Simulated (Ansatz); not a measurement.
## A computed series for SiC: carrier doping

The reference is SiC in the zinc blende structure (space group F-43m, No. 216; a = 4.356 Å).

Carriers are added at fixed cell with a uniform background; the Fermi–Dirac width is that of 300 K.

The values are results of r2SCAN (Ansatz, a first-principles code; PAW; 500 eV plane waves; no SOC), not measurements.

Notes on the quantities. Fermi level from band edge: Fermi level relative to the doped band's edge (positive inside the band; to 0.05 eV).

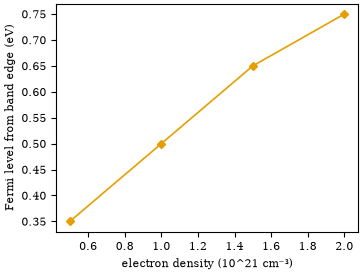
Fermi level from band edge against electron density

Task: From the plot, what is the Fermi level from band edge for electrons 1.0×10^21 cm⁻³?

Result: About 0.50 eV.

Task: Is the trend monotonic over the range shown?

Result: Yes, it rises throughout, spanning +0.35 eV to +0.75 eV.

Charged cell with a jellium background: band edges are those of the host's band count, energies are not comparable with the neutral cell, and many-body gap narrowing is missing. Stability against distortions was not tested.
